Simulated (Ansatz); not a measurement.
## Geometry relaxation, with input and output: C₃H₅AlO (part 1 of 2)

C₃H₅AlO, computed with RKS LDA/6-31G* (Ansatz 0.2.0).

It belongs to a series of runs on one base structure; here: end point A relaxed. Figures and captions count atoms from 1; the log counts them from 0 in places.

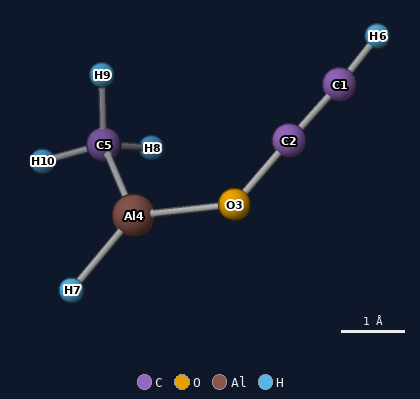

*The structure as given in the input (ball-and-stick view, seen at a tilt; atoms are numbered from 1 in the order of the input). Sticks mark near contacts.*

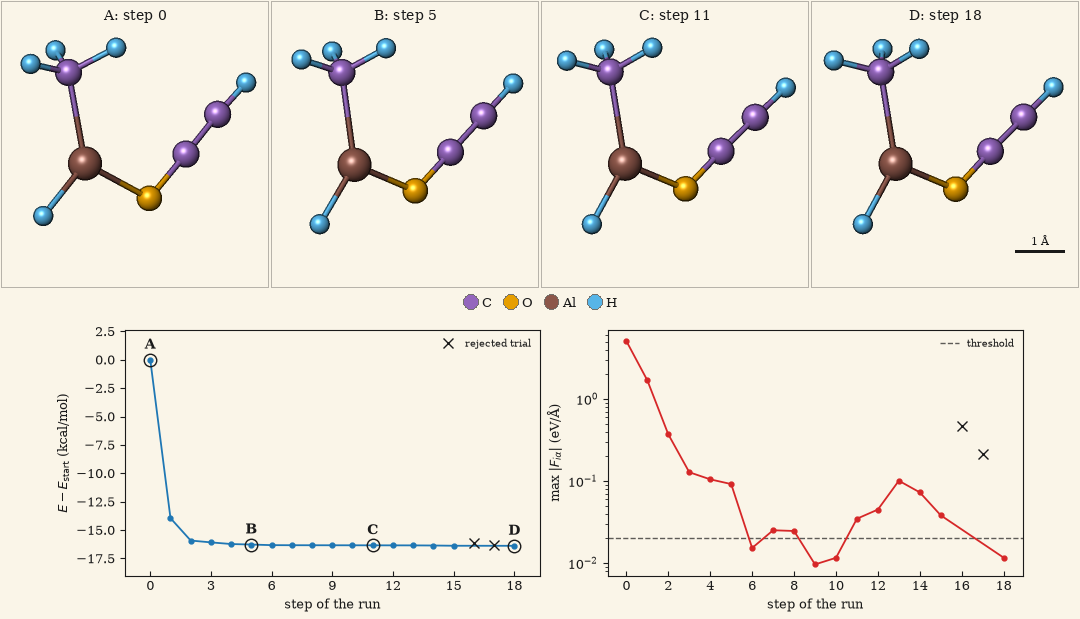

*Frames of the relaxation (ball-and-stick view, seen at a tilt) above the curves, on which the letters mark them (the first geometry is step 0 here and step 1 in the log).*

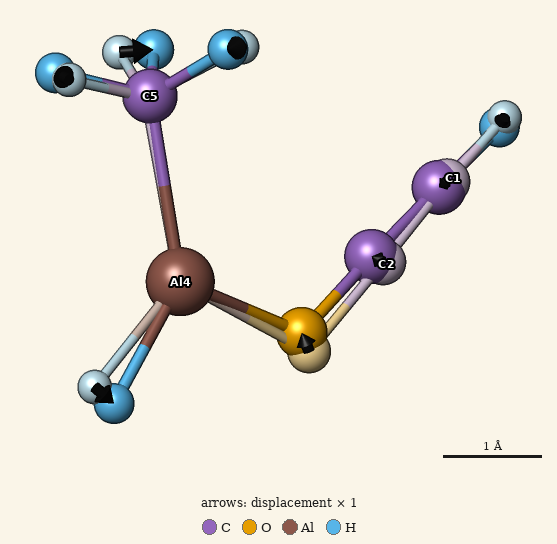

*Start (faint) and end (solid) with the displacements as black arrows, at true length (ball-and-stick view, seen at a tilt). The two geometries are laid on each other by the best rigid fit.*

H8 moves most after the best rigid fit: 0.35 Å. By element the largest moves are H 0.35 Å, O 0.21 Å, C 0.14 Å, Al 0.05 Å. Among the contacts that change: O3–Al4 1.884 → 1.751 Å, C2–O3 1.396 → 1.291 Å, C1–H6 1.007 → 1.075 Å, C5–H9 1.169 → 1.106 Å. Among the angles that change: C5–Al4–H7 120.8° → 131.9°, C2–O3–Al4 116.5° → 125.2°, O3–Al4–C5 123.8° → 117.2°. After 18 geometry steps the energy has fallen by 16.4 kcal/mol. The largest force component goes from 5.1 to 0.012 eV/Å. The line search rejected the trial steps at points 16, 17 (counted from 0) and went back. (Atoms are counted from 1 in the order of the input.)

The input that produced these results follows, with the program's output.

Input file:
```yaml
crystal:
  periodic: [false, false, false]
  atoms:
    - { symbol: C, position_ang: [0.217, -1.2049, 2.4638] }
    - { symbol: C, position_ang: [-0.6484, -0.952, 1.5864] }
    - { symbol: O, position_ang: [-1.5992, -0.709, 0.5941] }
    - { symbol: Al, position_ang: [-0.9946, 0.1882, -0.9483] }
    - { symbol: C, position_ang: [0.8153, 0.7763, -1.2001] }
    - { symbol: H, position_ang: [0.8827, -1.3289, 3.2094] }
    - { symbol: H, position_ang: [-2.121, 0.4576, -2.0843] }
    - { symbol: H, position_ang: [1.529, -0.0773, -1.1505] }
    - { symbol: H, position_ang: [1.082, 1.5074, -0.3274] }
    - { symbol: H, position_ang: [0.9203, 1.2914, -2.1402] }
basis:
  gaussian: { orbitals: "6-31G*" }
hamiltonian:
  xc: lda
relax:
  f_tol: 0.02
  max_steps: 50
```

Run as:
```bash
ansatz run input.yaml --threads 2 --pin off --max-ram 3072MiB --backend cpu --events-out ev --progress --plain --runs-dir out
```

Output:
```
The last accepted step is kept in [file] (removed where the run ends without a failure and the disk answers)
Engine: ansatz 0.2.0, x86_64-unknown-linux-gnu
Functional definition: SPW92
  exchange = slater_x
  correlation = pw_c
1052 factors; their error is unknown
mean field evaluation 1: about -11748.2815 eV, gradient 7.3e1 eV
mean field evaluation 2: about -11715.6858 eV, gradient 1.2e2 eV
mean field evaluation 4: about -11760.0638 eV, gradient 1.6e1 eV
mean field evaluation 8: about -11760.6767 eV, gradient 2.1e-1 eV
mean field evaluation 16: about -11760.6281 eV, gradient 3.7e-4 eV
mean field -11760.62809565 eV, -432.1951108751 hartree, gradient 1.5e-5 eV, S^2 0.000000; 0 other end points of the search recorded, 0 dependent functions left out
the calculation of the forces begins
reference -11760.62813502 eV, -432.1951123218 hartree; 22, 22 occupied and 67, 67 virtual orbitals, 1052 factors
relax step   1: F+E_penalty+E_count = -11760.62809565 eV  Δ(F+E_penalty+E_count) = +0.000e0 eV  max|allowed force component| = 5.076e0 eV/Å  Δτ_max = 0.0000 Å  (28 SCF iters, accepted)
these checks for a lower state are left out or cut short: starts, cluster_reference, orbital_swaps, neighbouring_geometries, increment
1052 factors; their error is unknown
mean field -11761.23295912 eV, -432.2173391976 hartree, gradient 2.5e-5 eV, S^2 0.000000; 0 other end points of the search recorded, 0 dependent functions left out
[... from here on the field's lines of each further geometry are left out, up to the last ...]
relax step   2: F+E_penalty+E_count = -11761.23295912 eV  Δ(F+E_penalty+E_count) = -6.049e-1 eV  max|allowed force component| = 1.688e0 eV/Å  Δτ_max = 0.1879 Å  (30 SCF iters, accepted)
relax step   3: F+E_penalty+E_count = -11761.31847852 eV  Δ(F+E_penalty+E_count) = -8.552e-2 eV  max|allowed force component| = 3.711e-1 eV/Å  Δτ_max = 0.0769 Å  (30 SCF iters, accepted)
relax step   4: F+E_penalty+E_count = -11761.32549543 eV  Δ(F+E_penalty+E_count) = -7.017e-3 eV  max|allowed force component| = 1.283e-1 eV/Å  Δτ_max = 0.0200 Å  (30 SCF iters, accepted)
relax step   5: F+E_penalty+E_count = -11761.33178295 eV  Δ(F+E_penalty+E_count) = -6.288e-3 eV  max|allowed force component| = 1.051e-1 eV/Å  Δτ_max = 0.0935 Å  (28 SCF iters, accepted)
relax step   6: F+E_penalty+E_count = -11761.33377899 eV  Δ(F+E_penalty+E_count) = -1.996e-3 eV  max|allowed force component| = 9.204e-2 eV/Å  Δτ_max = 0.0535 Å  (28 SCF iters, accepted)
relax step   7: F+E_penalty+E_count = -11761.33603897 eV  Δ(F+E_penalty+E_count) = -2.260e-3 eV  max|allowed force component| = 1.532e-2 eV/Å  Δτ_max = 0.0341 Å  (29 SCF iters, accepted)
relax step   8: F+E_penalty+E_count = -11761.33633996 eV  Δ(F+E_penalty+E_count) = -3.010e-4 eV  max|allowed force component| = 2.519e-2 eV/Å  Δτ_max = 0.0441 Å  (29 SCF iters, accepted)
relax step   9: F+E_penalty+E_count = -11761.33644415 eV  Δ(F+E_penalty+E_count) = -1.042e-4 eV  max|allowed force component| = 2.468e-2 eV/Å  Δτ_max = 0.0216 Å  (30 SCF iters, accepted)
relax step  10: F+E_penalty+E_count = -11761.33652608 eV  Δ(F+E_penalty+E_count) = -8.193e-5 eV  max|allowed force component| = 9.663e-3 eV/Å  Δτ_max = 0.0128 Å  (30 SCF iters, accepted)
relax step  11: F+E_penalty+E_count = -11761.33662628 eV  Δ(F+E_penalty+E_count) = -1.002e-4 eV  max|allowed force component| = 1.163e-2 eV/Å  Δτ_max = 0.0275 Å  (29 SCF iters, accepted)
relax step  12: F+E_penalty+E_count = -11761.33672538 eV  Δ(F+E_penalty+E_count) = -9.909e-5 eV  max|allowed force component| = 3.481e-2 eV/Å  Δτ_max = 0.0420 Å  (28 SCF iters, accepted)
relax step  13: F+E_penalty+E_count = -11761.33684981 eV  Δ(F+E_penalty+E_count) = -1.244e-4 eV  max|allowed force component| = 4.504e-2 eV/Å  Δτ_max = 0.0200 Å  (29 SCF iters, accepted)
relax step  14: F+E_penalty+E_count = -11761.33696324 eV  Δ(F+E_penalty+E_count) = -1.134e-4 eV  max|allowed force component| = 1.011e-1 eV/Å  Δτ_max = 0.0597 Å  (28 SCF iters, accepted)
relax step  15: F+E_penalty+E_count = -11761.33741898 eV  Δ(F+E_penalty+E_count) = -4.557e-4 eV  max|allowed force component| = 7.293e-2 eV/Å  Δτ_max = 0.0197 Å  (30 SCF iters, accepted)
relax step  16: F+E_penalty+E_count = -11761.33835589 eV  Δ(F+E_penalty+E_count) = -9.369e-4 eV  max|allowed force component| = 3.829e-2 eV/Å  Δτ_max = 0.0662 Å  (28 SCF iters, accepted)
relax step  17: F+E_penalty+E_count = -11761.32894916 eV  Δ(F+E_penalty+E_count) = +9.407e-3 eV  max|allowed force component| = 4.723e-1 eV/Å  Δτ_max = 0.1980 Å  (27 SCF iters, rejected (line search))
relax step  18: F+E_penalty+E_count = -11761.33706501 eV  Δ(F+E_penalty+E_count) = +1.291e-3 eV  max|allowed force component| = 2.110e-1 eV/Å  Δτ_max = 0.0157 Å  (30 SCF iters, rejected (line search))
the calculation of the forces begins
reference -11761.33861983 eV, -432.2212221572 hartree; 22, 22 occupied and 67, 67 virtual orbitals, 1052 factors
relax step  19: F+E_penalty+E_count = -11761.33858071 eV  Δ(F+E_penalty+E_count) = -2.248e-4 eV  max|allowed force component| = 1.168e-2 eV/Å  Δτ_max = 0.0076 Å  (24 SCF iters, accepted)
1052 factors; their error is unknown
mean field evaluation 160: about -11761.3386 eV, gradient 1.5e-3 eV
mean field -11761.33858071 eV, -432.2212207196 hartree, gradient 2.0e-5 eV, S^2 0.000000; 1 other end points of the search recorded, 0 dependent functions left out
the calculation of the forces begins
reference -11761.33861983 eV, -432.2212221572 hartree; 22, 22 occupied and 67, 67 virtual orbitals, 1052 factors
Total energy: -11761.33861983 eV, -432.2212221572 hartree
Atom 0 at     0.166118    -1.216593     2.373787 Å, force     0.006353     0.000912     0.004568 eV/Å
Atom 1 at    -0.589116    -0.923254     1.465122 Å, force    -0.002810    -0.002085    -0.001522 eV/Å
Atom 2 at    -1.418490    -0.632131     0.520199 Å, force     0.000607    -0.000634    -0.003572 eV/Å
Atom 3 at    -1.013806     0.229801    -0.949108 Å, force    -0.000678     0.000822    -0.000964 eV/Å
Atom 4 at     0.815900     0.804144    -1.157897 Å, force    -0.007829    -0.006793    -0.003556 eV/Å
Atom 5 at     0.824998    -1.475186     3.182574 Å, force    -0.001058    -0.000539    -0.002278 eV/Å
Atom 6 at    -2.292049     0.389702    -1.884725 Å, force    -0.001722     0.003098     0.001149 eV/Å
Atom 7 at     1.508061     0.015838    -0.808930 Å, force     0.004385    -0.004365     0.007541 eV/Å
Atom 8 at     1.017464     1.696232    -0.535358 Å, force    -0.000750     0.011680     0.004248 eV/Å
Atom 9 at     1.064020     1.060246    -2.202765 Å, force     0.003501    -0.002095    -0.005614 eV/Å
Dipole moment:     0.237865     0.259528    -0.372080 e Å
```

Trajectory as extended XYZ (Å, eV, eV/Å), 19 frames, from step=1 to step=19:
```
10
Properties=species:S:1:pos:R:3:forces:R:3 step=1 energy=-11760.62810
C     0.2170   -1.2049    2.4638   -4.8108   1.2312  -5.0765
C    -0.6484   -0.9520    1.5864   -0.0628   0.0588  -0.4629
O    -1.5992   -0.7090    0.5941    3.3147   0.1867   1.3136
Al   -0.9946    0.1882   -0.9483   -0.8268  -0.7850   1.1081
C     0.8153    0.7763   -1.2001    0.4050   0.2347   2.3078
H     0.8827   -1.3289    3.2094    2.1435  -0.4549   2.4264
H    -2.1210    0.4576   -2.0843    0.0060  -0.1875   0.4097
H     1.5290   -0.0773   -1.1505   -0.0732   0.3092   0.0314
H     1.0820    1.5074   -0.3274   -0.2055  -1.0434  -1.2781
H     0.9203    1.2914   -2.1402    0.1099   0.4503  -0.7795
10
Properties=species:S:1:pos:R:3:forces:R:3 step=2 energy=-11761.23296
C     0.1971   -1.1346    2.3054   -0.2844   0.1240  -0.2517
C    -0.6551   -0.8980    1.4703   -1.2740   0.2446  -1.3058
O    -1.5872   -0.6818    0.5454    1.6877   0.2784   0.3034
Al   -1.0045    0.1812   -0.9471   -0.6054  -0.5030   0.7434
C     0.8311    0.7463   -1.1108    0.1191   0.1716   0.6992
H     0.9091   -1.2647    3.0829    0.3505  -0.1099   0.3716
H    -2.2368    0.3742   -1.9620    0.1481  -0.0236   0.1060
H     1.5498   -0.0930   -1.0352   -0.0897   0.0251  -0.0530
H     1.1038    1.4531   -0.2807   -0.1638  -0.3125  -0.3810
H     0.9758    1.2661   -2.0654    0.1120   0.1052  -0.2321
10
Properties=species:S:1:pos:R:3:forces:R:3 step=3 energy=-11761.31848
C     0.2097   -1.1041    2.2518    0.1149   0.0402   0.1729
C    -0.6395   -0.8699    1.4128    0.1311  -0.1624   0.2557
O    -1.5429   -0.6646    0.5180   -0.0813   0.1814  -0.3711
Al   -1.0273    0.1829   -0.9395   -0.1387  -0.0349  -0.0464
C     0.8149    0.7345   -1.0732   -0.0231   0.0225  -0.1050
H     0.9274   -1.2406    3.0410   -0.0073  -0.0324  -0.0277
H    -2.2485    0.3616   -1.9461   -0.0054   0.0051  -0.0107
H     1.5045   -0.1247   -0.9817   -0.0184  -0.0186  -0.0026
H     1.0699    1.4225   -0.2485    0.0204   0.0467   0.0668
H     1.0148    1.2512   -2.0316    0.0078  -0.0476   0.0682
10
Properties=species:S:1:pos:R:3:forces:R:3 step=4 energy=-11761.32549
C     0.2176   -1.1051    2.2593   -0.0007   0.0670   0.0616
C    -0.6262   -0.8677    1.4136   -0.0260  -0.1054   0.0568
O    -1.5284   -0.6570    0.5091    0.1283   0.0529  -0.0133
Al   -1.0349    0.1864   -0.9524   -0.0757   0.0145  -0.0582
C     0.8083    0.7366   -1.0736   -0.0111   0.0251  -0.0619
H     0.9303   -1.2484    3.0526   -0.0210  -0.0276  -0.0435
H    -2.2577    0.3639   -1.9577   -0.0058  -0.0050  -0.0009
H     1.4870   -0.1305   -0.9740   -0.0041  -0.0146   0.0037
H     1.0619    1.4228   -0.2447    0.0022   0.0109   0.0235
H     1.0253    1.2479   -2.0293    0.0139  -0.0178   0.0322
```
